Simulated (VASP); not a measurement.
Band structure of GaN (wurtzite). Computed with SCAN meta-GGA, VASP's PBE PAW potentials (set 64) (plane waves; VASP).

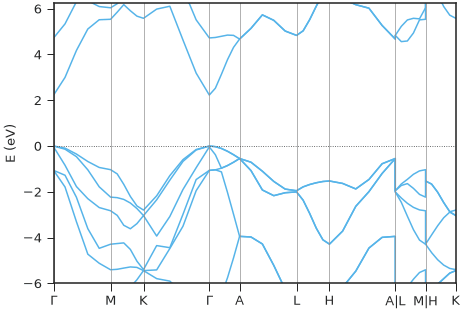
Figure. Bands along high-symmetry lines, zero at the valence-band maximum or, without a gap, the Fermi level

### Question
Read the plot: is there a gap, and where are the band edges?

### Answer
The gap is direct, 2.23 eV, from the valence maximum at Γ to the conduction minimum at Γ.

Measured: gap 3.68 eV (computed value off by -1.45 eV), as given by Wei Chen et al., Physical Review Materials (2018), doi:10.1103/physrevmaterials.2.073803 [zero-point renormalisation of 0.17 eV added back (the table's ZPR column)].

The compound is GaN in the wurtzite structure. It was relaxed first.
